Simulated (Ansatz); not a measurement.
**Single-point calculation, with input and output: Si$_{3}$N$_{2}$H$_{10}$OF**

Si$_{3}$N$_{2}$H$_{10}$OF, multiplicity 2, computed with UKS PBE0-D4/def2-TZVPP (Ansatz 0.2.0).

The geometry is a transition state. The reaction was set up to form Si1–F8 and N2–H7 and to break Si1–N2 and H7–F8 (atoms counted from 1 in the order of the input); sticks are drawn by distance alone. The geometry comes from this level: PBE0-D4/def2-TZVP.

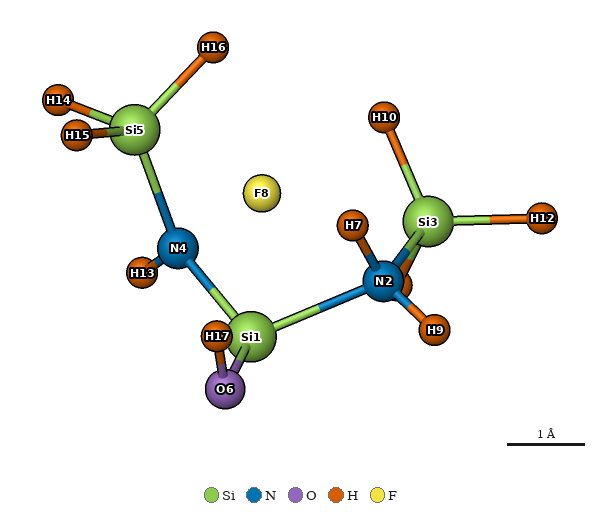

Fig. 1: The structure (ball-and-stick view, seen at a tilt; atoms are numbered from 1 in the order of the input).

## Input
```yaml
crystal:
  periodic: [false, false, false]
  atoms:
    - {symbol: Si, position_ang: [-1.277177, -0.657780, -0.316733]}
    - {symbol: N, position_ang: [0.259354, -0.763226, -1.377427]}
    - {symbol: Si, position_ang: [0.874876, 0.788763, -2.026755]}
    - {symbol: N, position_ang: [-1.041762, 0.680347, 0.704378]}
    - {symbol: Si, position_ang: [0.040499, 0.781983, 2.087692]}
    - {symbol: O, position_ang: [-1.692207, -2.163824, 0.151938]}
    - {symbol: H, position_ang: [0.794720, -1.095074, -0.461611]}
    - {symbol: F, position_ang: [0.623054, -1.270051, 0.905224]}
    - {symbol: H, position_ang: [0.202939, -1.510619, -2.062142]}
    - {symbol: H, position_ang: [1.647134, 1.448325, -0.957569]}
    - {symbol: H, position_ang: [-0.277166, 1.605650, -2.468195]}
    - {symbol: H, position_ang: [1.734447, 0.445910, -3.184890]}
    - {symbol: H, position_ang: [-1.737911, 1.409278, 0.650456]}
    - {symbol: H, position_ang: [-0.421173, 2.062974, 2.714927]}
    - {symbol: H, position_ang: [-0.146241, -0.264978, 3.116267]}
    - {symbol: H, position_ang: [1.462300, 1.003846, 1.736162]}
    - {symbol: H, position_ang: [-1.045485, -2.501422, 0.788278]}
basis:
  gaussian: {orbitals: def2-TZVPP}
magnetization: {spin_polarized: true, initial_magnetization: 1}
hamiltonian: {xc: pbe0, dispersion: d4}
output: {orbitals: {seedname: orbitals}}
```

Run on 4 CPU threads, shared host.

Launch command:
```bash
ansatz run in.yaml --threads 4 --pin off --events-out ev --progress --plain --max-ram 66560MiB --backend cuda --devices 0, --max-vram 37GiB
```

## Output
```
Functional definition: PBE0
  name "PBE0"
  cite "Adamo & Barone, J. Chem. Phys. 110, 6158 (1999) doi:10.1063/1.478522"
  cite "Perdew, Burke & Ernzerhof, Phys. Rev. Lett. 77, 3865 (1996) doi:10.1103/PhysRevLett.77.3865"
  parent pbe
  parameter a = 0.25
  parameter kappa = 0.804
  parameter beta = 0.06672455060314922
  exchange = (1 - a)*pbe_x(kappa = kappa, mu = beta*pi^2/3) + a*exact_x
  correlation = pbe_c(beta = beta)
2080 factors; their error is unknown
mean field evaluation 1: about -31513.7980 eV, gradient 6.5e1 eV
mean field evaluation 2: about -31495.6392 eV, gradient 9.2e1 eV
mean field evaluation 4: about -31528.1298 eV, gradient 5.2e0 eV
mean field evaluation 8: about -31528.2325 eV, gradient 1.4e-1 eV
mean field evaluation 16: about -31528.3004 eV, gradient 5.6e-4 eV
mean field -31528.30039260 eV, -1158.6436687785 hartree, gradient 2.7e-5 eV, S^2 0.751377; 0 other end points of the search recorded, 0 dependent functions left out
reference -31528.30043403 eV, -1158.6436703010 hartree; 42, 41 occupied and 348, 349 virtual orbitals, 2080 factors
Total energy: -31528.76374695 eV, -1158.6606967368 hartree
```

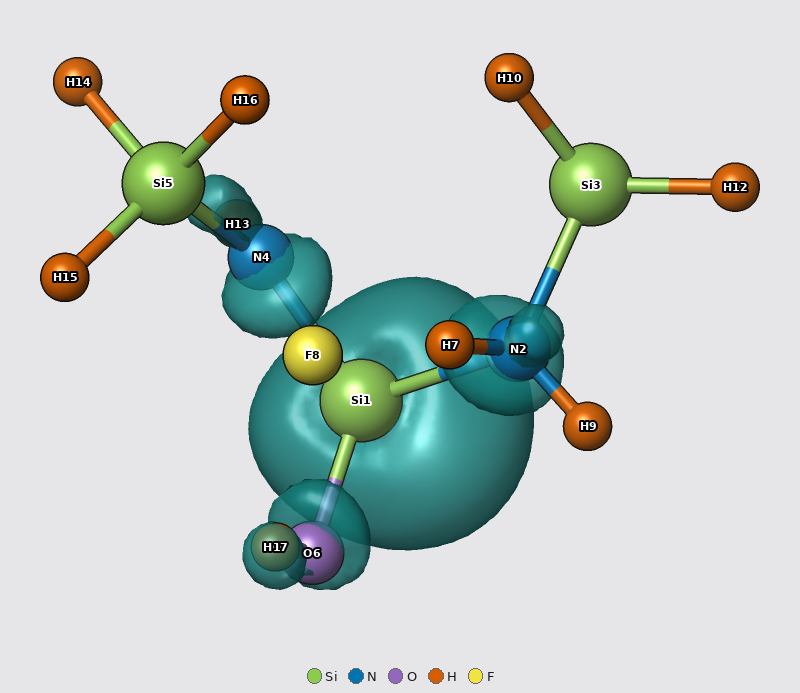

Fig. 2: Isosurface of the spin density (α minus β) at +0.02 e/Å³ (teal), seen face on. The unpaired spin (1 electron) lies mostly on Si1 (about 0.7), in electrons by Hirshfeld's partition.

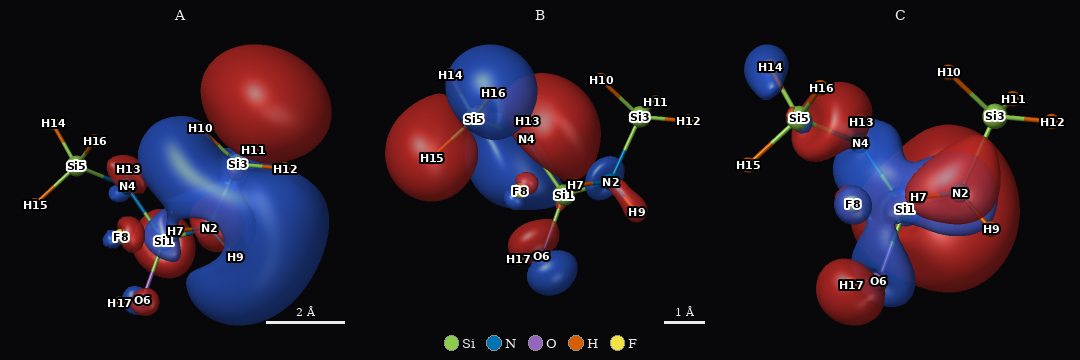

Fig. 3: Three frontier orbitals at ±0.06 Å⁻³ᐟ² (blue and red are the two phases). B is the HOMO−1 (α) (−7.89 eV). It lies mainly on N4 (45 %), Si5 (15 %), H16 (10 %) and H15 (10 %). C is the HOMO (α) (−6.01 eV). By Hirshfeld shares it lies mainly on Si1 (65 %) and N4 (10 %). A is the LUMO (α) (−0.41 eV). Its weight (Hirshfeld) is mainly on Si3 (45 %), H9 (10 %) and N2 (10 %). The HOMO–LUMO gap is 5.60 eV between the orbital energies.

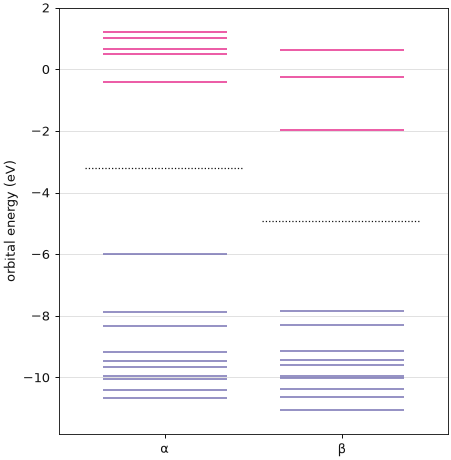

Fig. 4: Orbital energies near the frontier for α and β spins; the dotted line parts filled from empty levels, and levels within 0.02 eV of each other stand side by side. α: highest filled −6.01 eV, lowest empty −0.41 eV, 5.60 eV apart; β: highest filled −7.86 eV, lowest empty −1.98 eV, 5.88 eV apart.

## Summary

```csv
quantity,value
outcome,converged
total energy,−31528.7637 eV
mean-field energy,−31528.3004 eV
dispersion energy,−0.4633 eV
⟨S²⟩,0.751
SCF solution under orbital rotations,stable
HOMO (either spin),−6.01 eV
LUMO (either spin),−1.98 eV
wall time,14 s (CPU time 11 s)
peak memory,0.97 GiB
```
